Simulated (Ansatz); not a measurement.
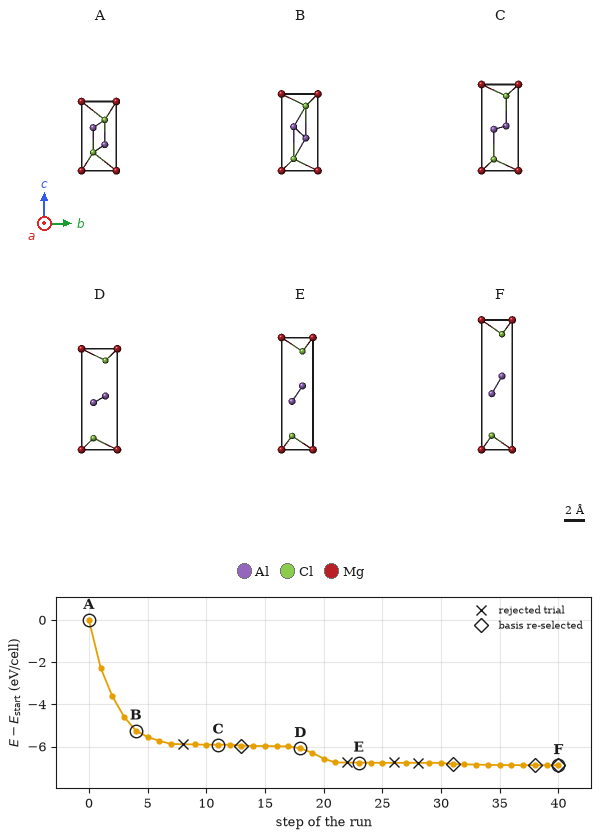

Frames of a relaxation of solid MgAl$_{2}$Cl$_{2}$ (a generated structure, set up in P-3m1), marked on the history of the run. Style: ball-and-stick. Shown: the cell of the calculation, along the a axis.

Computed with DFT, PAW plane waves, PBE in Ansatz 0.2.0. (plane-wave cutoff 420 eV; k-point mesh 5 × 5 × 3; occupations fermi dirac; smearing width 0.0429 eV; no spin polarisation; cell and atoms relaxed; at most 40 steps)

What happens along the run?

Answer. Over 32 accepted moves (40 points after the start) the energy falls by 6.883 eV per cell of the calculation. The largest force component goes from 3.4 to 0.0063 eV/Å. Pressure: 18.44 GPa at the start and 0.02 GPa at the end. The line search rejected the trial steps at points 8, 22, 26, 28 of the run. The SCF was repeated 4 times at an unchanged geometry on a basis and grid sized afresh for the cell, which shifted the energy by 61.3 meV per cell of the calculation at most. The largest moves relative to the cell, 2.48 Å, are those of Al atoms. By element the largest moves are Al 2.48 Å, Cl 2.03 Å. Mg stays in place. Cell: a = b 4.021 → 3.547 Å (−11.8 %), c 6.926 → 12.982 Å (+87.4 %). Volume +45.9 %. Near-neighbour distances that change, for instance: Al–Cl 2.447 → 6.299 Å, Al–Cl 2.475 → 4.187 Å, Cl–Mg 2.961 → 2.491 Å, Al–Al 2.877 → 2.706 Å. Bonds break: Al–Cl (2.45 → 6.30 Å), Al–Cl (2.47 → 4.19 Å). Bond angles that change, for instance: Mg–Cl–Mg 85.5° → 90.8°, Cl–Mg–Cl 85.5° → 90.8°, Cl–Mg–Cl 94.5° → 89.2°. The space group stays P-3m1 (No. 164). The run took roughly 90 core-seconds on a shared host. From step 0 to 4: Cl atoms move most (0.85 Å), volume +21.2 %, energy −5.242 eV per cell of the calculation. From step 4 to 11: Al atoms move most (0.80 Å), volume +15.4 %, energy −0.669 eV per cell of the calculation. From step 11 to 18: Cl atoms move most (0.17 Å), volume +10.8 %, energy −0.165 eV per cell of the calculation. From step 18 to 23: Al atoms move most (0.41 Å), volume −14.8 %, energy −0.687 eV per cell of the calculation. From step 23 to 40: Cl atoms move most (0.18 Å), volume +10.5 %, energy −0.121 eV per cell of the calculation.

```csv
step,"E − E(0), meV/atom","largest force component, eV/Å","pressure, GPa","volume, Å³/atom",note
0,0.00,3.3927,18.44,19.394,
1,-452.34,2.6186,7.68,22.235,
2,-723.60,1.9458,2.11,23.445,
3,-917.68,1.2695,-0.32,23.677,
4,-1048.30,0.5543,0.45,23.500,
5,-1109.10,0.2740,1.78,23.992,
6,-1145.36,0.1487,2.31,25.034,
7,-1174.91,0.1394,0.43,26.970,
8,-1171.57,0.2688,-1.61,28.390,rejected
9,-1179.93,0.0984,0.04,27.354,
10,-1181.93,0.0282,0.08,27.147,
12,-1182.12,0.0004,0.00,27.066,
13,-1191.26,0.0019,0.35,27.066,"same geometry, new basis"
15,-1194.74,0.0160,0.05,28.273,
16,-1195.95,0.0304,-0.04,29.096,
18,-1215.02,0.3101,-0.59,30.030,
19,-1256.68,0.2878,-1.59,29.197,
21,-1350.58,0.1099,0.05,25.286,
23,-1352.44,0.0212,0.07,25.598,
24,-1353.07,0.0389,-0.11,25.769,
26,-1348.02,0.3974,-0.08,25.200,rejected
27,-1353.89,0.0333,0.01,25.542,
29,-1353.97,0.0101,0.03,25.424,
31,-1366.24,0.0050,0.44,25.432,"same geometry, new basis"
32,-1368.27,0.0101,0.33,25.667,
34,-1373.31,0.0135,0.05,26.540,
35,-1374.69,0.0872,0.23,26.861,
37,-1375.71,0.0057,-0.01,27.933,
38,-1376.41,0.0048,0.03,27.933,"same geometry, new basis"
40,-1376.61,0.0063,0.02,28.287,"same geometry, new basis"
```
